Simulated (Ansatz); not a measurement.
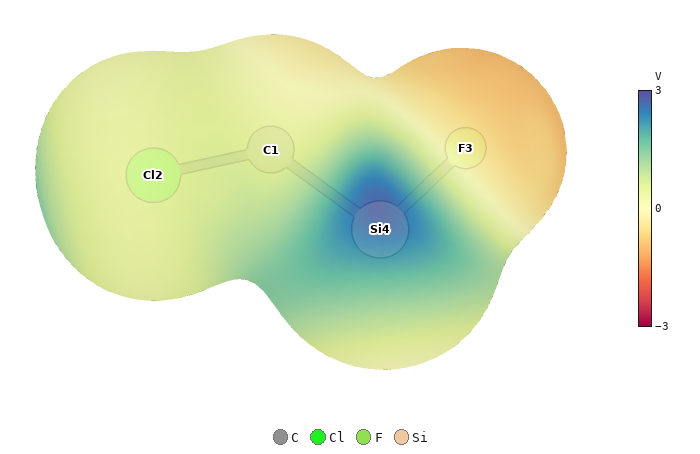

CClFSi (SMILES F[Si]#CCl) (triplet). The electrostatic potential painted on the density surface at 0.004 e/bohr³, seen across its widest extent; the colour scale runs from red (negative) to blue (positive).

Geometry: PBE-D3(BJ)/def2-SVP.

Theory: isolated molecule in a Gaussian basis; Kohn-Sham density functional theory, functional PBE0 in Ansatz 0.2.0.

Question: Which sites attract a positive test charge, and which a negative one?

Answer: A positive charge is drawn to the negative regions and a negative charge to the positive ones. The most negative region (about −1.0 V) lies over F3, the most positive (about +2.7 V) over Si4. Cl2 shows a σ-hole: about +1.5 V at the tip opposite its bond, against about +0.4 V on its flanks.

Question: How polar is the molecule by this calculation?

Answer: Its dipole moment is 1.55 D.
